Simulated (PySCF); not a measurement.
Polarizability calculation of C₂H₅N₂Si (charge −1)

C₂H₅N₂Si, charge −1, computed with CAM-B3LYP/ANO-RCC-VDZP, RKS, sfX2C (PySCF 2.14.0).

The run did not end well. The geometry comes from this level: GFN2-xTB.

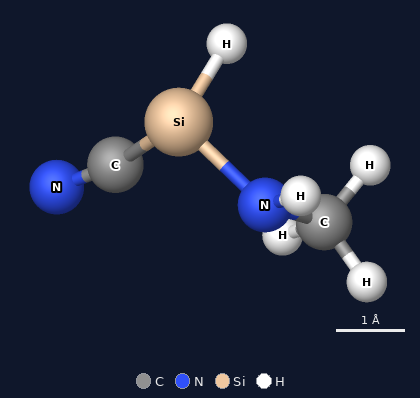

**Figure 1.** The structure (ball-and-stick view, seen at a tilt). Bond lengths as drawn: C–H 1.09 to 1.11 Å, C–N 1.16 to 1.43 Å, C–Si 1.85 Å, H–N 1.01 Å, H–Si 1.52 Å and N–Si 1.78 Å.

## Input file (input.py)
```python
import numpy
from pyscf import gto, dft
from pyscf.prop.polarizability import rks

molecule = gto.Mole()
molecule.atom = '''
C     -1.215453    -1.854067     0.915478
N      0.029177     0.313241     1.942506
Si     2.156990     2.026580    -0.018765
C      0.134775     2.901145    -2.723058
N     -0.857596     4.057393    -4.308443
H     -2.704671    -2.558481     2.192933
H      0.055652    -3.473014     0.505464
H     -2.104588    -1.298469    -0.861413
H      0.798353    -0.092238     3.648872
H      3.707340    -0.022091    -1.293574
'''
molecule.unit = 'bohr'
molecule.basis = 'ano-rcc-vdzp'
molecule.verbose = 4
molecule.spin = 0
molecule.max_memory = 1860
molecule.charge = -1
molecule.build()

calc0 = dft.RKS(molecule, xc='cam-b3lyp')
calc0 = calc0.x2c()
calc0.grids.level = 4
calc0.conv_tol = 1e-10
calc0.kernel()
if not calc0.converged:
    calc0 = calc0.newton().run(calc0.mo_coeff, calc0.mo_occ)

e_tot = calc0.e_tot
print('E(%s) = %.9f' % ('CAM-B3LYP', e_tot))
pol = rks.Polarizability(calc0)
alpha = pol.polarizability()
print('isotropic polarizability %.4f bohr^3' % (numpy.trace(alpha) / 3))
alpha_w = pol.polarizability_with_freq(freq=0.0774)
```

Machine: 1 thread of Arm Neoverse V1, 24 GiB of memory available, shared host.

Run as:
```bash
OMP_NUM_THREADS=1 python input.py
```

## The program's output
```
PySCF version 2.14.0

[INPUT] num. atoms = 10
[INPUT] num. electrons = 46
[INPUT] charge = -1
[INPUT] spin (= nelec alpha-beta = 2S) = 0
[INPUT] symmetry False subgroup None
[INPUT] Mole.unit = bohr
[INPUT] Symbol           X                Y                Z      unit          X                Y                Z       unit  Magmom
[INPUT]  1 C     -0.643190028544  -0.981130003919   0.484450094699 AA   -1.215453000000  -1.854067000000   0.915478000000 Bohr   0.0
[INPUT]  2 N      0.015439803483   0.165759998726   1.027929907275 AA    0.029177000000   0.313241000000   1.942506000000 Bohr   0.0
[INPUT]  3 Si     1.141429952182   1.072419952106  -0.009930010363 AA    2.156990000000   2.026580000000  -0.018765000000 Bohr   0.0
[INPUT]  4 C      0.071319858602   1.535219819575  -1.440980237613 AA    0.134775000000   2.901145000000  -2.723058000000 Bohr   0.0
[INPUT]  5 N     -0.453820259376   2.147079911346  -2.279929850148 AA   -0.857596000000   4.057393000000  -4.308443000000 Bohr   0.0
[INPUT]  6 H     -1.431250256236  -1.353889839772   1.160450168674 AA   -2.704671000000  -2.558481000000   2.192933000000 Bohr   0.0
[INPUT]  7 H      0.029449770142  -1.837839862006   0.267480029740 AA    0.055652000000  -3.473014000000   0.505464000000 Bohr   0.0
[INPUT]  8 H     -1.113700007976  -0.687120203886  -0.455840128790 AA   -2.104588000000  -1.298469000000  -0.861413000000 Bohr   0.0
[INPUT]  9 H      0.422470213870  -0.048810247581   1.930899907964 AA    0.798353000000  -0.092238000000   3.648872000000 Bohr   0.0
[INPUT] 10 H      1.961839841132  -0.011690053766  -0.684529881439 AA    3.707340000000  -0.022091000000  -1.293574000000 Bohr   0.0

nuclear repulsion = 195.115546197716
number of shells = 25
number of NR pGTOs = 422
number of NR cGTOs = 99
basis = ano-rcc-vdzp
ecp = {}

******** <class 'pyscf.x2c.sfx2c1e.sfX2C1eRKS'> ********
method = sfX2C1eRKS
initial guess = minao
damping factor = 0
level_shift factor = 0
DIIS = <class 'pyscf.scf.diis.CDIIS'>
diis_start_cycle = 1
diis_space = 8
diis_damp = 0
SCF conv_tol = 1e-10
SCF conv_tol_grad = None
SCF max_cycles = 50
direct_scf = True
direct_scf_tol = 1e-13
XC library pyscf.dft.libxc version 7.0.0
    S. Lehtola, C. Steigemann, M. J.T. Oliveira, and M. A.L. Marques.,  SoftwareX 7, 1–5 (2018)
XC functionals = cam-b3lyp
    T. Yanai, D. P. Tew, and N. C. Handy.,  Chem. Phys. Lett. 393, 51 (2004)
radial grids:
    Treutler-Ahlrichs [JCP 102, 346 (1995); DOI:10.1063/1.469408] (M4) radial grids

becke partition: Becke, JCP 88, 2547 (1988); DOI:10.1063/1.454033
pruning grids: <function nwchem_prune>
grids dens level: 4
symmetrized grids: False
atomic radii adjust function: <function treutler_atomic_radii_adjust>
small_rho_cutoff = 0

******** <class 'pyscf.x2c.sfx2c1e.SpinFreeX2CHelper'> ********
approx = 1e
xuncontract = 1
Set gradient conv threshold to 1e-05
Initial guess from minao.
tot grids = 220432
init E= -479.217612221173
  HOMO = -0.201359988022586  LUMO = -0.0520750016102403  gap/eV = 4.06225
cycle= 1 E= -478.843354013271  delta_E= 0.374  |g|= 0.508  |ddm|= 4.46
  HOMO = -0.0143131806655892  LUMO = 0.163319268528867  gap/eV = 4.83363
cycle= 2 E= -478.811178742304  delta_E= 0.0322  |g|= 0.691  |ddm|= 1.46
  HOMO = -0.0281590095130122  LUMO = 0.162711372219701  gap/eV = 5.19385
cycle= 3 E= -478.912087434599  delta_E= -0.101  |g|= 0.111  |ddm|= 0.649
  HOMO = -0.0428314752897938  LUMO = 0.16213237353043  gap/eV = 5.57735
cycle= 4 E= -478.91456991011  delta_E= -0.00248  |g|= 0.0529  |ddm|= 0.145
  HOMO = -0.0450306762925781  LUMO = 0.16325886428654  gap/eV = 5.66785
cycle= 5 E= -478.915164236893  delta_E= -0.000594  |g|= 0.0132  |ddm|= 0.0623
  HOMO = -0.0441146178191794  LUMO = 0.162984721357899  gap/eV = 5.63546
cycle= 6 E= -478.91521226079  delta_E= -4.8e-05  |g|= 0.00252  |ddm|= 0.0193
  HOMO = -0.0438411026191354  LUMO = 0.16292586380837  gap/eV = 5.62642
cycle= 7 E= -478.91521501095  delta_E= -2.75e-06  |g|= 0.000745  |ddm|= 0.00731
  HOMO = -0.0439718696429816  LUMO = 0.162931570131714  gap/eV = 5.63013
cycle= 8 E= -478.915215358924  delta_E= -3.48e-07  |g|= 0.000234  |ddm|= 0.00269
```

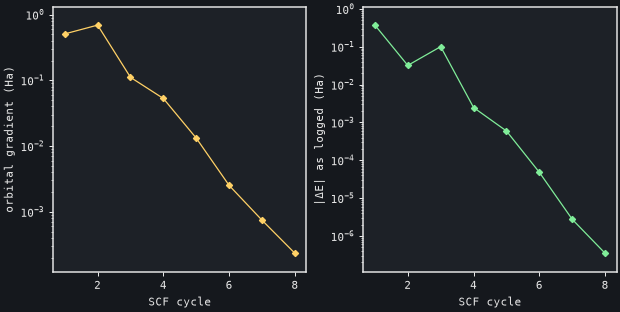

**Figure 2.** Convergence of the self-consistent field: orbital gradient and size of the energy change against the SCF cycle. The run ended after 8 cycles.

```
  HOMO = -0.0439565400980149  LUMO = 0.162922802905046  gap/eV = 5.62947
```

## What the run reported

| quantity | value |
| --- | --- |
| outcome | stopped at the time limit |
| basis functions | 99 |
| wall time | 4.7 min |
| peak memory | 0.52 GiB |

## What went wrong

The run was cut off by its time limit, so the output is incomplete.
